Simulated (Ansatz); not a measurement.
Input

```
crystal:
  lattice:
    - [1.9968880254, 1.152903839, 8.5946563819]
    - [-1.9968880254, 1.152903839, 8.5946563819]
    - [0.0, -2.305807678, 8.5946563819]
  atoms:
    - { symbol: Sn, position: [0.2127604242, 0.2127604242, 0.2127604242] }
    - { symbol: Sn, position: [0.7872395758, 0.7872395758, 0.7872395758] }
    - { symbol: Sn, position: [0.0, 0.0, 0.0] }
    - { symbol: P, position: [0.6003289096, 0.6003289096, 0.6003289096] }
    - { symbol: P, position: [0.3996710904, 0.3996710904, 0.3996710904] }
basis:
  ecutwfc: 420
kpoints:
  mp_grid: { grid: [12, 12, 12] }
hamiltonian:
  xc: pbe
scf:
  occupations: { method: gaussian, width: 0.1 }
output:
  forces: true
  stress: true
  eigenvalues: true
  write_density: true
  write_potential: true
  elf: true
  volumetric_format: npy
relax:
  adjacent_minimum: "off"
  f_tol: 0.01
  max_steps: 30
  cell: { stress_tol: 0.1, fix: [volume] }
```

Command:

```sh
ansatz run input.yaml --threads 1 --pin off --max-ram 2560MiB --backend cpu --events-out ev --progress --plain --runs-dir out
```

Below, planes, directions and counts refer to the conventional cell (a = 3.99 Å, b = 3.99 Å, c = 25.78 Å, α = 90.00°, β = 90.00°, γ = 120.00°).

The fields are those of the relaxed geometry.

Space group R-3m; a generated structure, not necessarily the stable one; changed on purpose from its base cell (volume × 0.97, shape and atoms relaxed).

Level of theory: DFT PBE, scalar-relativistic, plane waves, PAW in Ansatz.

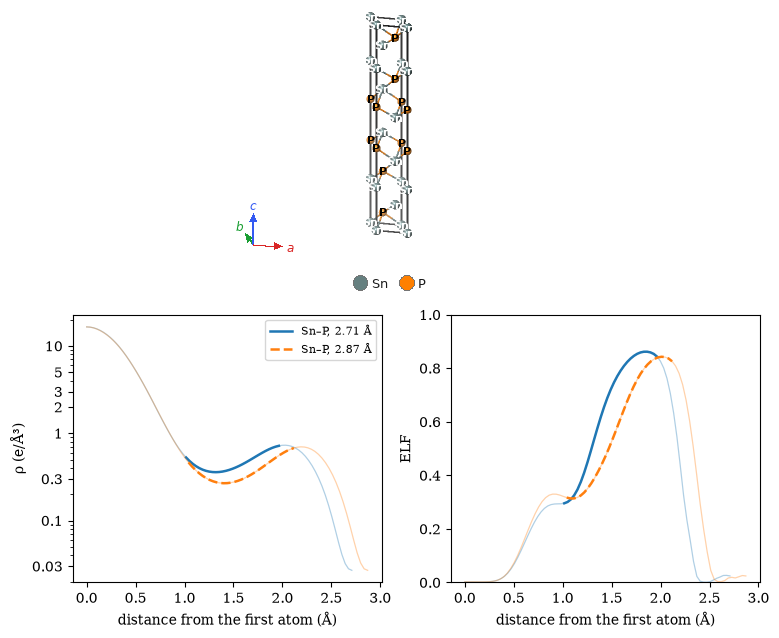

Sn3P2. Valence charge density (pseudo) and ELF along straight lines between neighbouring atoms. Thin, pale parts lie inside the atomic spheres. The structure is drawn too.

Core electrons are frozen (PAW), and the valence fields are smoothed inside the atomic spheres.

Compare the contacts.

Answer. Sn–P (2.71 Å): ρ is about 0.36 e/Å³ halfway; the ELF peaks at about 0.85 in the valence shell of P, 0.8 Å from its nucleus, and is about 0.60 at the midpoint.
Sn–P (2.87 Å): ρ at the midpoint is about 0.27 e/Å³; the ELF peaks at about 0.85 in the valence shell of P, 0.9 Å from its nucleus, and drops to about 0.30 between the two atoms.
